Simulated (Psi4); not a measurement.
# SnH3O (SMILES [OH][SnH2]), run twice

Wanted: a single-point energy of SnH3O, CASSCF(5,6)/def2-SVP (core potential, density fitting for correlation, nat orbs yes).

The results are computed with Psi4 1.11.

## Step 1: The system as given

The species is SnH3O (5 atoms), meant as a doublet with charge 0. SMILES: `[OH][SnH2]`. The coordinates come from a PBE0-D4/def2-TZVP relaxation. This is one conformer, not always the lowest.

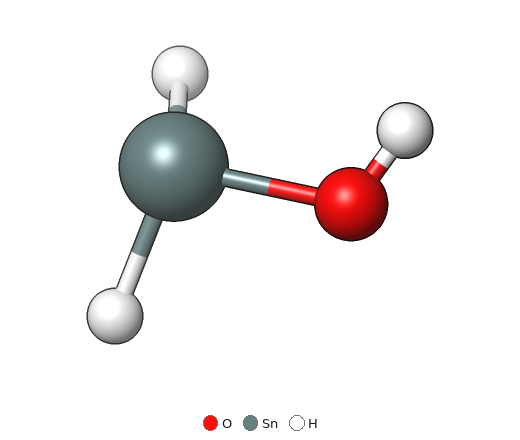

The structure, seen from a chosen angle (oxygen red, tin teal, hydrogen white).

## Step 2: The input as first written

File calc.py:

```python
import psi4

psi4.set_memory('1600 MB')
psi4.set_num_threads(1)
psi4.set_output_file('output.dat', False)

m = psi4.geometry("""
0 2
O      0.707400    -0.732900     0.861900
Sn     0.104500     0.308800    -0.705500
H      0.368600    -1.631300     0.873200
H     -1.606800     0.061300    -0.845900
H      0.476300     1.920400    -0.224900
units bohr
symmetry c1
""")

psi4.set_options({
    'basis': 'def2-SVP',
    'reference': 'rohf',
    'scf_type': 'pk',
    'restricted_docc': [14],
    'mcscf_type': 'df',
    'mcscf_algorithm': 'ts',
    'mcscf_maxiter': 60,
    'active': [6],
    'nat_orbs': True,
    'maxiter': 60,
})

e, wfn = psi4.energy("casscf", molecule=m, return_wfn=True)
print(f'casscf energy: {e:.10f} Eh')
```

Launch:

```
$ python calc.py
```

output.dat:

```text
[...]
    !!!  WARNING: ECP capability is in beta. Please check occupations closely.  !!!
[...]
  Running in c1 symmetry.
[...]
  Nuclear repulsion =  137.994488335768921
[...]
  Multiplicity = 2
[...]
  Nalpha       = 17
  Nbeta        = 16
[...]
    Number of basis functions: 55
[...]
   @ROHF iter   1:  -285.01859554070029    5.36032e+00   1.05296e-02 DIIS
[...]
   @ROHF iter  12:  -285.23931765160410   -2.46700e-11   8.13505e-09 DIIS
[...]
    Orbital Energies [Eh]
    ---------------------
    Doubly Occupied:
       1A    -20.744537     2A     -6.162764     3A     -4.452008
       4A     -4.334853     5A     -4.277930     6A     -2.011312
       7A     -1.789624     8A     -1.699044     9A     -1.602493
      10A     -1.562352    11A     -1.480767    12A     -0.964920
      13A     -0.813949    14A     -0.722734    15A     -0.400136
      16A     -0.343365
    Singly Occupied:
      17A     -0.079096
[...]
Warning: iopen=0,opentype!=closed. Making iopen=1
[...]
      Warning! Maxstep = 0.67, scaling to 0.50
   @DF-MCSCF  2:   -285.251009684863   -1.0040e-02  1.24e-03  2.41e-07   10    1  TS
[...]
   @DF-MCSCF Final Energy: -285.266628537031124
[...]
    Warning: Norm of correction (root 0) is < 1.0E-13
   @CI  1:     0   -285.266628537031   0.0000E+00   1.6132E-13 c
   ==> Energetics <==
    SCF energy =         -285.239317651604154
    Total MCSCF energy = -285.266628537031124
[...]
 Multipole Moments:
 ------------------------------------------------------------------------------------
     Multipole            Electronic (a.u.)      Nuclear  (a.u.)        Total (a.u.)
 ------------------------------------------------------------------------------------
 L = 1.  Multiply by 2.5417464519 to convert [e a0] to [Debye]
 Dipole X            :         -1.6641974            1.7145224            0.0503250
 Dipole Y            :          4.1524732           -4.8137383           -0.6612652
 Dipole Z            :         -7.0504684            8.0433319            0.9928636
 Magnitude           :                                                    1.1939775
[...]
```

Standard output:

```text
casscf energy: -285.2666285370 Eh
```

Run time: 4.2 s. Hardware: 1 thread of AMD EPYC 7B13 (Zen 3), shared host; peak memory 0.2 GiB.

## Step 3: Diagnosis

The run finished; that doesn't make the result usable.

The cause is that the coordinates are read in the wrong unit, so the molecule is scaled by the ratio of bohr to ångström. As the program read them, the closest atoms are 0.51 Å apart, against 0.96 Å in the sound input.

## Step 4: Try two

File h3osn.xyz:

```xyz
5
H3OSn
O      0.707400    -0.732900     0.861900
Sn     0.104500     0.308800    -0.705500
H      0.368600    -1.631300     0.873200
H     -1.606800     0.061300    -0.845900
H      0.476300     1.920400    -0.224900
```

File run.py:

```python
import psi4

psi4.set_memory(1600000000)
psi4.set_num_threads(1)
psi4.core.set_output_file('psi4.out', False)

with open('h3osn.xyz') as f:
    atoms = ''.join(f.readlines()[2:])
geom = psi4.geometry('0 2\n' + atoms + 'symmetry c1')

psi4.set_options({
    'basis': 'def2-SVP',
    'reference': 'rohf',
    'scf_type': 'pk',
    'restricted_docc': [14],
    'mcscf_type': 'df',
    'mcscf_algorithm': 'ts',
    'mcscf_maxiter': 60,
    'active': [6],
    'nat_orbs': True,
    'soscf': True,
})

e = psi4.energy("casscf")
print(f'casscf energy: {e:.10f} Eh')
```

Launch:

```
$ python run.py
```

psi4.out:

```text
[...]
    !!!  WARNING: ECP capability is in beta. Please check occupations closely.  !!!
[...]
  Running in c1 symmetry.
[...]
  Nuclear repulsion =   73.023538425356065
[...]
  Multiplicity = 2
[...]
  Nalpha       = 17
  Nbeta        = 16
[...]
    Number of basis functions: 55
[...]
   @ROHF iter   1:  -289.73535415334823   -2.06831e+00   6.91117e-03 DIIS
[...]
   @ROHF iter   6:  -289.85515905913951   -6.17320e-11   3.04207e-10 SOSCF, nmicro=conv
[...]
    Orbital Energies [Eh]
    ---------------------
    Doubly Occupied:
       1A    -20.524430     2A     -5.876862     3A     -4.066471
       4A     -4.066253     5A     -4.064823     6A     -1.355584
       7A     -1.334079     8A     -1.331986     9A     -1.328998
      10A     -1.328639    11A     -1.239787    12A     -0.673850
      13A     -0.586604    14A     -0.484171    15A     -0.477945
      16A     -0.440594
    Singly Occupied:
      17A     -0.151166
[...]
Warning: iopen=0,opentype!=closed. Making iopen=1
[...]
   @DF-MCSCF Final Energy: -289.885925854178822
[...]
    Warning: Norm of correction (root 0) is < 1.0E-13
   @CI  1:     0   -289.885925854179   -8.8818E-16   2.2948E-13 c
   ==> Energetics <==
    SCF energy =         -289.855159059139510
    Total MCSCF energy = -289.885925854178822
[...]
 Multipole Moments:
 ------------------------------------------------------------------------------------
     Multipole            Electronic (a.u.)      Nuclear  (a.u.)        Total (a.u.)
 ------------------------------------------------------------------------------------
 L = 1.  Multiply by 2.5417464519 to convert [e a0] to [Debye]
 Dipole X            :         -3.5858289            3.2399778           -0.3458511
 Dipole Y            :          8.8925070           -9.0966471           -0.2041402
 Dipole Z            :        -15.9387878           15.1996945           -0.7390933
 Magnitude           :                                                    0.8411570
[...]
```

The script printed:

```text
casscf energy: -289.8859258542 Eh
```

Wall time 3.6 s (1 thread of AMD EPYC 7B13 (Zen 3), shared host); peak memory 0.2 GiB.

## Step 5: Results

At CASSCF(5,6)/def2-SVP (core potential, density fitting for correlation, nat orbs yes):

| quantity | value |
| --- | --- |
| total energy | -289.88593 Eh |
| dipole moment (correlated density) | 2.14 D |

The first attempt's energy was +125.697 eV off this one.
